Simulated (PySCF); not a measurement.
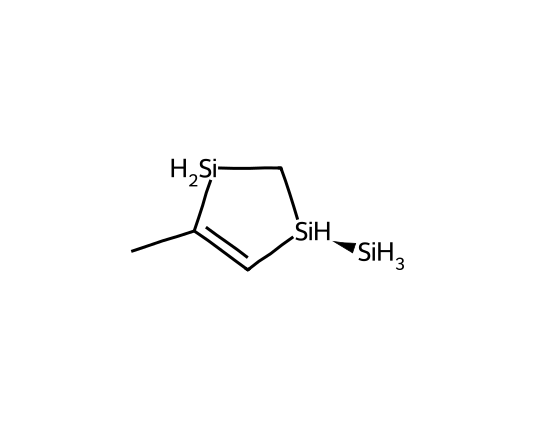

The geometry was computed by an optimisation with GFN2-xTB. No frequency run is at hand to confirm it as a minimum. Method: CAM-B3LYP/def2-SVPD, gas phase (PySCF 2.14.0). Excitations: vertical, linear response.

Predict the main results.

The species is C₄H₁₂Si₃ (`CC1=C[Si@H]([SiH3])C[SiH2]1`).
- dipole moment: 0.72 D
- HOMO energy (Kohn–Sham orbital): −8.59 eV
- LUMO energy (Kohn–Sham orbital): 0.58 eV
- HOMO–LUMO gap: 9.17 eV
- mean static polarisability: 128.4 bohr³
- lowest vertical singlet excitation: 6.16 eV
- its oscillator strength: 0.093
- brightest of the 8 lowest singlets: 6.33 eV
- its oscillator strength: 0.15

The geometry is semi-empirical. Around Si such bond lengths and angles can be off by a tenth of an ångström or more and by several degrees, and values that hang on the shape move with them.
